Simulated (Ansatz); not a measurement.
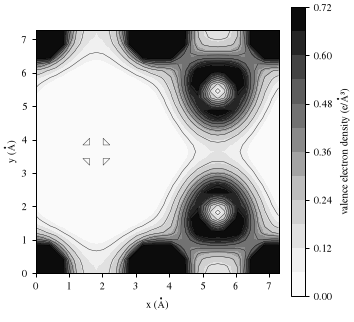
Figure: Valence electron density (e/Å³), cut off at 0.7 on a lattice plane, the program Ansatz at the r²SCAN level (PAW)

Problem. Which compound is it?
A. InP, Pm-3n (In on 6c, P on 6d)
B. Si3P4, I-43d (Si on 12a, P on 16c)
C. InMo2C, P6_3/mmc (In on 2d, Mo on 4f, C on 2a)
D. BP, CsCl type

Solution. A, InP, Pm-3n (In on 6c, P on 6d). Atoms in the plane, in fractions of its two edges: In at (0.00, 0.00), In at (0.50, 0.00), P at (0.75, 0.25), P at (0.75, 0.75).

The density is the valence pseudo-density with augmentation charge, so density and ELF within about 1 Å of a nucleus are not all-electron values.

The start of the workflow was typed in or built on a structure type; neither database checked (COD, Materials Project) lists it. It is not the phase usual at ambient conditions (space group No. 216). The r²SCAN relaxation kept the symmetry of its start; whether a distortion lowers the energy is not shown. The volume moved by 28 % from the start of the relaxation.

Potentials: the earlier of the program's two PAW sets. The files were generated under PBE; for other functionals the program regenerates the frozen cores, and for LDA and PBEsol the local potential too.
